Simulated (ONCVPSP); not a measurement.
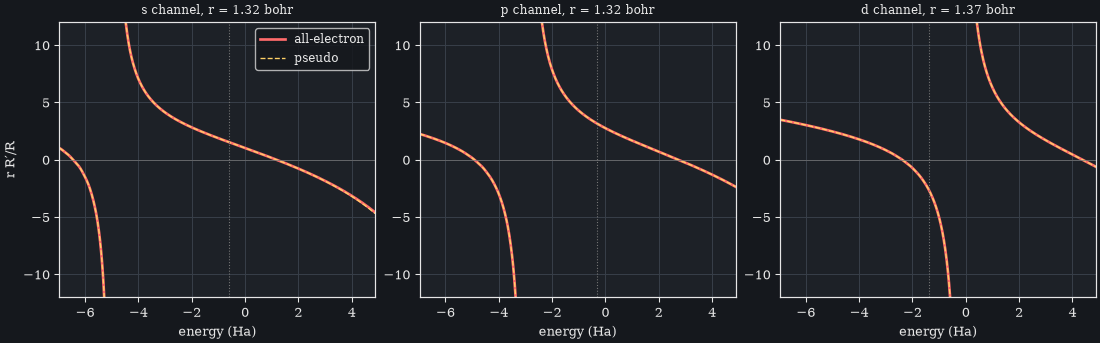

Logarithmic derivatives r R′/R at the test radius against energy, all-electron atom (solid) and pseudo-atom (dashed). Here R(r) is the radial function. The dotted line marks the reference energy of the channel.

```
Element                 : Sb
Generator               : ONCVPSP 4.0.1
Type                    : optimised norm-conserving Vanderbilt (ONCV)
Functional              : LDA (Perdew-Zunger)
Relativity              : scalar-relativistic
Frozen core             : [Ar] 3d10
Valence charge          : 23
Reference configuration : 4s2 4p6 4d10 5s2 5p2.5 (charge +0.5)
Partial waves           : 4s+5s: rc 1.30 bohr, ncon 5, nbas 8, qcut 9.4 1/bohr, 2 projectors; 4p+5p: rc 1.30 bohr, ncon 4, nbas 8, qcut 10.1 1/bohr, 3 projectors, debl 2.3 Ha; 4d: rc 1.35 bohr, ncon 4, nbas 9, qcut 9.7 1/bohr, 2 projectors, debl 3.8 Ha
Local potential         : polynomial inside 1.15 bohr (lpopt 3, dvloc0 0 Ha)
Core correction         : polynomial model core, fcfact 0.2
```

Question: Where do the curves cross zero?

Answer: s: all-electron -6.5 and 1.2 Ha, pseudo -6.5 and 1.2 Ha; p: all-electron -4.9 and 2.7 Ha, pseudo -4.9 and 2.7 Ha; d: all-electron -2.4 and 4.4 Ha, pseudo -2.4 and 4.4 Ha.

Question: What does the plot say about ghosts?

Answer: The plot shows none: pseudo and all-electron curves have the same branches in all channels drawn. The separate test gives: no bound ghost flagged; no localised positive-energy state flagged.
